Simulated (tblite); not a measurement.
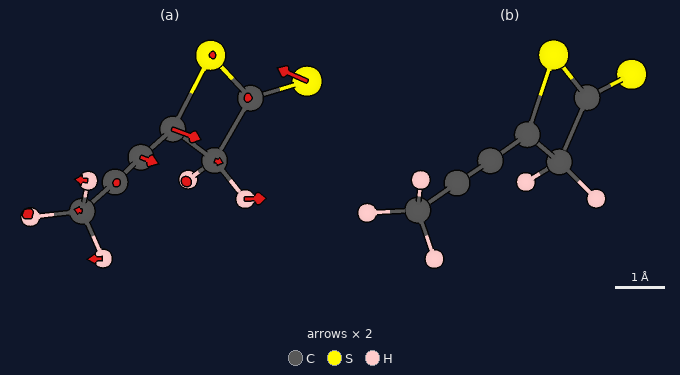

The structure of C₆H₅S₂ (multiplicity 2) before (left) and after (right) a relaxation, at one scale. The red arrows give the displacements, magnified 2 times.

The picture is a ball-and-stick view, seen from a free direction.

These are results of GFN2-xTB geometry optimisation, gas phase in tblite 0.8.0, not measurements. 

Summarise the run.

The energy falls by 27.9 kJ/mol in 52 geometry steps. An S atom moves most after the best rigid fit: 0.43 Å. By element the largest moves are S 0.43 Å, C 0.41 Å, H 0.30 Å. Among the contacts that change: C–C 1.418 → 1.355 Å, C–S 1.713 → 1.774 Å, C–C 1.476 → 1.438 Å, C–C 1.459 → 1.495 Å. Bond angles that change, for instance: C–C–C 128.4° → 133.6°, C–C–S 126.7° → 130.6°, S–C–S 134.8° → 132.0°.
